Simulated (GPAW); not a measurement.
# Magnetic state of MnGa5P6 (GaP24x311 Mn2 nn) from several starts, part 2 of 2

A self-consistent run ends on one state, which hangs on the start. Several orders of MnGa5P6 (GaP24x311 Mn2 nn) are started in GPAW and their energies compared.

GPAW 26.7.0; PBE with U = 4 eV on Mn d; plane waves with GPAW's PAW setups, scalar-relativistic.

So far. Step 2 (Start 1: ferro ++): After 32 cycles the largest moment stands at 4.12 μB.

## Step 3: Run 2 (antiferro +-)

Reversing part of the moments tests the sign of the couplings between them.

File order2.py:

```python
import json
import numpy as np
from ase import Atoms
from ase.parallel import paropen, parprint
from gpaw import GPAW

atoms = Atoms(['Mn', 'P', 'Ga', 'P', 'Ga', 'P', 'Ga', 'P', 'Ga', 'P', 'Ga', 'P', 'Ga', 'P', 'Ga', 'P', 'Ga', 'P', 'Ga', 'P', 'Mn', 'P', 'Ga', 'P'],
    cell=[[16.353, 0.0, 0.0],
         [0.0, 5.451, 0.0],
         [0.0, 0.0, 5.451]],
    scaled_positions=[[0.0, 0.0, 0.0],
         [0.083333, 0.25, 0.25],
         [0.0, 0.5, 0.5],
         [0.083333, 0.75, 0.75],
         [0.166667, 0.0, 0.5],
         [0.25, 0.25, 0.75],
         [0.166667, 0.5, 0.0],
         [0.25, 0.75, 0.25],
         [0.333333, 0.0, 0.0],
         [0.416667, 0.25, 0.25],
         [0.333333, 0.5, 0.5],
         [0.416667, 0.75, 0.75],
         [0.5, 0.0, 0.5],
         [0.583333, 0.25, 0.75],
         [0.5, 0.5, 0.0],
         [0.583333, 0.75, 0.25],
         [0.666667, 0.0, 0.0],
         [0.75, 0.25, 0.25],
         [0.666667, 0.5, 0.5],
         [0.75, 0.75, 0.75],
         [0.833333, 0.0, 0.5],
         [0.916667, 0.25, 0.75],
         [0.833333, 0.5, 0.0],
         [0.916667, 0.75, 0.25]],
    pbc=True,
    magmoms=[4.5, 0.0, 0.0, 0.0, 0.0, 0.0, 0.0, 0.0, 0.0, 0.0, 0.0, 0.0, 0.0, 0.0, 0.0, 0.0, 0.0, 0.0, 0.0, 0.0, -4.5, 0.0, 0.0, 0.0])
atoms.calc = GPAW(mode={'name': 'pw', 'ecut': 450},
    xc='PBE',
    kpts={'size': (2, 5, 5), 'gamma': True},
    occupations={'name': 'fermi-dirac', 'width': 0.05},
    convergence={'density': 1e-05, 'energy': 1e-05},
    maxiter=200,
    mixer={'name': 'pulay', 'beta': 0.05, 'nmaxold': 6, 'weight': 50},
    setups={'Mn': ':d,4.0'},
    symmetry={'tolerance': 1e-4},
    txt='order2.txt')
e = atoms.get_potential_energy(force_consistent=True)
res = {'free_energy': e, 'energy_sigma0': atoms.get_potential_energy(), 'fermi_energy': atoms.calc.get_fermi_level()}
res['moments'] = atoms.get_magnetic_moments().tolist()
res['total'] = atoms.get_magnetic_moment()
parprint('site moments (muB):', np.round(res['moments'], 3))
parprint(f"total moment: {res['total']:.3f} muB")
parprint(f'free energy: {e:.6f} eV')
atoms.calc.write('order2.gpw')
with paropen('results.json', 'w') as f:
    json.dump(res, f)
```

Command:

```sh
OMP_NUM_THREADS=1 mpirun -n 4 gpaw python order2.py > order2.log
```

Numbers of over 12 decimals in the logs are rounded to 6 here.

Log:

```text
site moments (muB): [ 4.138e+00 -6.900e-02  5.000e-03 -6.900e-02  9.000e-03 -9.000e-03
  1.000e-02 -9.000e-03  1.000e-03  0.000e+00 -0.000e+00  0.000e+00
 -1.000e-03  9.000e-03  0.000e+00  9.000e-03 -9.000e-03  6.900e-02
 -1.000e-02  6.900e-02 -4.138e+00 -0.000e+00 -5.000e-03 -0.000e+00]
total moment: -0.000 muB
free energy: -116.515708 eV

--- order2.txt ---
Input parameters:
  mode=PW(ecut=450),
  convergence={'density': 1e-05, 'energy': 1e-05},
  kpts=MonkhorstPack(size=(2, 5, 5), gamma=True),
  maxiter=200,
  mixer=Pulay(name='pulay', nmaxold=6, beta=0.05, weight=50, sigma=0.015, g_ss=None),
  occupations=Occupations(name='fermi-dirac', width=0.05),
  setups={'Mn': ':d,4.0'},
  symmetry=Symmetry(tolerance=0.0001),
  xc=XC(name='PBE')

Diagonalizing LCAO Hamiltonian
Converting LCAO to pw mode
    .---------------------------------------.
   /|                                       |
  / |  P            P            P          |
 *  |                                       |
 |  |       P            P            P     |
 |Ga|           Ga           Ga             |
 |  |        P             P            P   |
 |  .P--Ga--------P--Ga---------P-Mn--------.
 | /                                       /
 |/      Ga            Ga           Ga    /
 Mn-----------Ga------------Ga-----------*

Atoms  # Å, Bohr magnetons
|    | symbol |         x |        y |        z |    initial magnetic moments |
|----|--------|-----------|----------|----------|-----------------------------|
|  0 |     Mn |  0.000000 | 0.000000 | 0.000000 | ( 0.0000,  0.0000,  4.5000) |
|  1 |      P |  1.362745 | 1.362750 | 1.362750 | ( 0.0000,  0.0000,  0.0000) |
|  2 |     Ga |  0.000000 | 2.725500 | 2.725500 | ( 0.0000,  0.0000,  0.0000) |
|  3 |      P |  1.362745 | 4.088250 | 4.088250 | ( 0.0000,  0.0000,  0.0000) |
|  4 |     Ga |  2.725505 | 0.000000 | 2.725500 | ( 0.0000,  0.0000,  0.0000) |
|  5 |      P |  4.088250 | 1.362750 | 4.088250 | ( 0.0000,  0.0000,  0.0000) |
|  6 |     Ga |  2.725505 | 2.725500 | 0.000000 | ( 0.0000,  0.0000,  0.0000) |
|  7 |      P |  4.088250 | 4.088250 | 1.362750 | ( 0.0000,  0.0000,  0.0000) |
|  8 |     Ga |  5.450995 | 0.000000 | 0.000000 | ( 0.0000,  0.0000,  0.0000) |
|  9 |      P |  6.813755 | 1.362750 | 1.362750 | ( 0.0000,  0.0000,  0.0000) |
| 10 |     Ga |  5.450995 | 2.725500 | 2.725500 | ( 0.0000,  0.0000,  0.0000) |
| 11 |      P |  6.813755 | 4.088250 | 4.088250 | ( 0.0000,  0.0000,  0.0000) |
| 12 |     Ga |  8.176500 | 0.000000 | 2.725500 | ( 0.0000,  0.0000,  0.0000) |
| 13 |      P |  9.539245 | 1.362750 | 4.088250 | ( 0.0000,  0.0000,  0.0000) |
| 14 |     Ga |  8.176500 | 2.725500 | 0.000000 | ( 0.0000,  0.0000,  0.0000) |
| 15 |      P |  9.539245 | 4.088250 | 1.362750 | ( 0.0000,  0.0000,  0.0000) |
| 16 |     Ga | 10.902005 | 0.000000 | 0.000000 | ( 0.0000,  0.0000,  0.0000) |
| 17 |      P | 12.264750 | 1.362750 | 1.362750 | ( 0.0000,  0.0000,  0.0000) |
| 18 |     Ga | 10.902005 | 2.725500 | 2.725500 | ( 0.0000,  0.0000,  0.0000) |
| 19 |      P | 12.264750 | 4.088250 | 4.088250 | ( 0.0000,  0.0000,  0.0000) |
| 20 |     Mn | 13.627495 | 0.000000 | 2.725500 | ( 0.0000,  0.0000, -4.5000) |
| 21 |      P | 14.990255 | 1.362750 | 4.088250 | ( 0.0000,  0.0000,  0.0000) |
| 22 |     Ga | 13.627495 | 2.725500 | 0.000000 | ( 0.0000,  0.0000,  0.0000) |
| 23 |      P | 14.990255 | 4.088250 | 1.362750 | ( 0.0000,  0.0000,  0.0000) |

Unit cell  # Å
| periodic |         x |        y |        z |   lengths |    angles |
|----------|-----------|----------|----------|-----------|-----------|
|      yes | 16.353000 | 0.000000 | 0.000000 | 16.353000 | 90.000000 |
|      yes |  0.000000 | 5.451000 | 0.000000 |  5.451000 | 90.000000 |
|      yes |  0.000000 | 0.000000 | 5.451000 |  5.451000 | 90.000000 |

Number of symmetries: 2

BZ-sampling:
  Number of BZ points: 50
  Number of IBZ points: 26

  Monkhorst-Pack size: [2, 5, 5]
  Monkhorst-Pack shift: [0.25, 0.0, 0.0]

Plane wave coefficients: 10581
Cutoff: 450.000000 eV

Spin-components: 2 (collinear spins)
Bands:           76
Projectors:      122
Spin-degeneracy: 1
Datatype:        complex128

Parallelization:
  kpt:    4
  domain: 1
  band:   1

Density:
  Valence electrons: 120.0
  Components: 2
  Grid points: [81 27 27]
  Charge: 0.0  # |e|

Potential:
  Grid points: [81 27 27]

[... setups left out ...]
Reference energy: -703509.855339  # eV

eigensolver:
  PPCG
  Converge bands: occupied
  niter=2

density mixing:
  Pulay-Mixer
  Linear mixing parameters: 0.05
  Old densities: 6
  Fourier metric: weight=50, sigma=0.015

occupation numbers:
  Fermi-Dirac:
    width: 0.0500  # eV

poisson solver:
  ecut: 3600.000000  # eV

xc functional:
  name: PBE with 2 nearest neighbor stencil

convergence criteria:
- Maximum integral of absolute [dens]ity change: 1e-05 electrons / valence electron
- Maximum [total energy] change in last 3 cyles: 1e-05 eV / valence electron
- Maximum integral of absolute [eigenst]ate change: 4e-08 eV^2 / valence electron
maximum number of iterations: 200

SCF iterations
|iter     |      energy | eigst |  dens |  magmom |
|---------|-------------|-------|-------|---------|
|iter:   1|       0s | -118.134477 | +0.17 |       |  -0.0000|
|iter:   2|      17s | -117.944433 | -1.09 | -0.89 |  -0.0000|
|iter:   3|      34s | -116.838067 | -1.45 | -0.93 |  +0.0000|
|iter:   4|      51s | -116.571527 | -1.01 | -1.07 |  -0.0000|
|iter:   5|      67s | -116.442246 | -2.21 | -1.41 |  -0.0000|
|iter:   6|      84s | -116.600066 | -1.88 | -1.42 |  -0.0000|
|iter:   7|     100s | -116.530483 | -2.69 | -1.73 |  -0.0000|
|iter:   8|     115s | -116.486771 | -2.17 | -1.75 |  -0.0000|
|iter:   9|     131s | -116.485351 | -3.61 | -2.37 |  -0.0000|
|iter:  10|     145s | -116.484216 | -3.93 | -2.39 |  -0.0000|
[... 14 iterations left out ...]
|iter:  25|     386s | -116.486656c| -7.00 | -3.89 |  -0.0000|
|iter:  26|     395s | -116.486656c| -7.90c| -4.10 |  -0.0000|
|iter:  27|     412s | -116.486655c| -7.88c| -4.11 |  -0.0000|
|iter:  28|     421s | -116.486655c| -7.93c| -4.09 |  -0.0000|
|iter:  29|     436s | -116.486659c| -6.95 | -4.13 |  -0.0000|
|iter:  30|     444s | -116.486659c| -7.88c| -4.68 |  -0.0000|
|iter:  31|     452s | -116.486659c| -7.91c| -4.70 |  -0.0000|
|iter:  32|     460s | -116.486660c| -7.93c| -4.89 |  -0.0000|
|iter:  33|     468s | -116.486660c| -8.10c| -4.99 |  -0.0000|
|iter:  34|     477s | -116.486660c| -8.24c| -5.14c|  -0.0000|

Converged in 34 steps
Energy contributions relative to reference atoms: (reference = -703509.855339)

Energy contributions:
  Kinetic:         302.749787
  Coulomb:        -264.711737
  Zero:              0.319733
  External:          0.000000
  Xc:             -154.815396
  Entropy:          -0.058096
  Spinorbit:         0.000000
  ----------------------------
  Free energy:    -116.515708
  Extrapolated:   -116.486660

dipole moment: (-78.540885, -79.933486, -81.641531)  # |e|*Ang

Total magnetic moment: (0.000000, 0.000000, -0.000036)

Local magnetic moments
|        x |        y |         z |
|----------|----------|-----------|
| 0.000000 | 0.000000 |  4.137550 |  # Mn   0
| 0.000000 | 0.000000 | -0.068626 |  # P    1
| 0.000000 | 0.000000 |  0.005159 |  # Ga   2
| 0.000000 | 0.000000 | -0.068626 |  # P    3
| 0.000000 | 0.000000 |  0.008998 |  # Ga   4
| 0.000000 | 0.000000 | -0.009090 |  # P    5
| 0.000000 | 0.000000 |  0.010402 |  # Ga   6
| 0.000000 | 0.000000 | -0.009090 |  # P    7
| 0.000000 | 0.000000 |  0.001353 |  # Ga   8
| 0.000000 | 0.000000 |  0.000000 |  # P    9
| 0.000000 | 0.000000 | -0.000228 |  # Ga  10
| 0.000000 | 0.000000 |  0.000000 |  # P   11
[...]
| 0.000000 | 0.000000 | -0.008998 |  # Ga  16
| 0.000000 | 0.000000 |  0.068623 |  # P   17
| 0.000000 | 0.000000 | -0.010402 |  # Ga  18
| 0.000000 | 0.000000 |  0.068623 |  # P   19
| 0.000000 | 0.000000 | -4.137564 |  # Mn  20
| 0.000000 | 0.000000 | -0.000002 |  # P   21
| 0.000000 | 0.000000 | -0.005159 |  # Ga  22
| 0.000000 | 0.000000 | -0.000002 |  # P   23

Fermi level: 4.748
Eigenvalues  # (at kpt = [0.000, 0.000, 0.000])
| band index |      eig [eV] | occ [0-1] |      eig [eV] | occ [0-1] |
|------------|---------------|-----------|---------------|-----------|
|          0 |       -76.181 |     1.000 |       -76.181 |     1.000 |
|        ... |               |           |               |           |
|         50 |         2.856 |     1.000 |         2.856 |     1.000 |
|         51 |         3.117 |     1.000 |         3.117 |     1.000 |
|         52 |         3.252 |     1.000 |         3.252 |     1.000 |
|         53 |         3.503 |     1.000 |         3.503 |     1.000 |
|         54 |         3.801 |     1.000 |         3.801 |     1.000 |
|         55 |         3.912 |     1.000 |         3.912 |     1.000 |
|         56 |         4.267 |     1.000 |         4.267 |     1.000 |
|         57 |         4.329 |     1.000 |         4.329 |     1.000 |
|         58 |         4.990 |     0.008 |         4.990 |     0.008 |
|         59 |         5.125 |     0.001 |         5.125 |     0.001 |
|         60 |         5.212 |     0.000 |         5.212 |     0.000 |
|         61 |         6.410 |     0.000 |         6.410 |     0.000 |
|         62 |         6.565 |     0.000 |         6.565 |     0.000 |
|         63 |         6.594 |     0.000 |         6.594 |     0.000 |
|         64 |         6.632 |     0.000 |         6.632 |     0.000 |
|         65 |         6.688 |     0.000 |         6.688 |     0.000 |
|        ... |               |           |               |           |
|         75 |         8.090 |     0.000 |         8.090 |     0.000 |

No gap
No difference between direct/indirect transitions
```

Elapsed: 8.4 min, on 4 MPI ranks of Intel Xeon Platinum 8488C (Sapphire Rapids), shared host; peak memory 2.2 GiB; 33 min of CPU time.

Spin moment in the augmentation sphere by atom:

| atom | spin moment in the augmentation sphere (μB) |
| --- | --- |
| Mn1 | 4.14 |
| P2 | -0.07 |
| Ga3 | 0.01 |
| P4 | -0.07 |
| Ga5 | 0.01 |
| P6 | -0.01 |
| Ga7 | 0.01 |
| P8 | -0.01 |
| Ga9 | 0.00 |
| P10 | 0.00 |
| Ga11 | 0.00 |
| P12 | 0.00 |
| Ga13 | 0.00 |
| P14 | 0.01 |
| Ga15 | 0.00 |
| P16 | 0.01 |
| Ga17 | -0.01 |
| P18 | 0.07 |
| Ga19 | -0.01 |
| P20 | 0.07 |
| Mn21 | -4.14 |
| P22 | 0.00 |
| Ga23 | -0.01 |
| P24 | 0.00 |

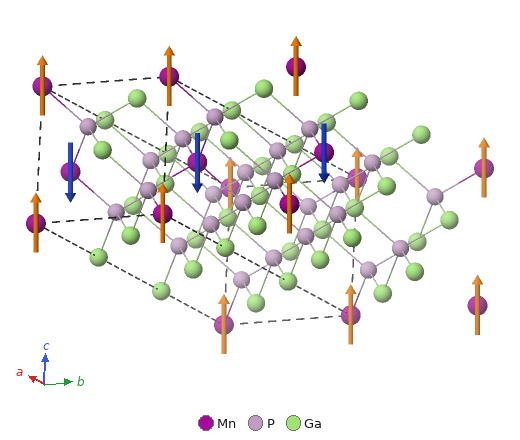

Spin moment in the augmentation sphere as arrows, the longest 4.14 μB. Up and down stand for the sign. Arrows give size and sign along the axis of quantisation, drawn up and down the page. The two directions have two colours. Bonds to atoms that aren't drawn are left out. 1×2×1 cells are drawn. Some periodic images of atoms are drawn too.

This step gave:

```
magnetization : 0 μB
final state   : antiferromagnetic
```

It lies 177 meV a seeded atom over the first start, and its largest moment is 4.14 μB against 4.12 μB.

## Step 4: Ranking

These are free energies at a smearing of 0.05 eV, so its entropy term is in the differences. They are divided by the number of seeded atoms, so that cells of unlike size compare.

Orders:

| start | final state | typed order kept | energy over the lowest (meV a seeded atom) | largest site moment (μB) | net moment (μB a primitive cell) | mesh matched | CPU time (s) |
| --- | --- | --- | --- | --- | --- | --- | --- |
| ferro ++ | ferromagnetic | yes | 0 | 4.125 | 8.001 | yes | 2088 |
| antiferro +- | antiferromagnetic | yes | 177.3 | 4.138 | 0 | yes | 2008 |

## Step 5: Summary of results

```yaml
lowest_state_found: ferromagnetic (typed ferro ++)
largest_site_moment: 4.12 μB
next_state: antiferromagnetic, 177 meV a seeded atom higher
```

**Reading.** The lowest state found is ferromagnetic, reached from the start ferro ++, with moments up to 4.12 μB. The next state costs 177 meV a seeded atom. This is the lowest of 2 finished starts, no proof of the ground state.

[Logs and program files are shortened in this print: banners, set-up blocks, solver, clock and traceback lines can be left out without a mark of their own.]

[Logs are printed without paths, hosts, clocks, repeated set-up lines and the standing remarks that a program may print on its own settings, such as how far it seeks lower states.]

[Hosts, paths, dates, database ids (printed as entryN), source tags and the programs' standing remarks are cut or masked in the printed files.]

[Where a cell is said to come from a database of computed structures, the database is the Materials Project.]
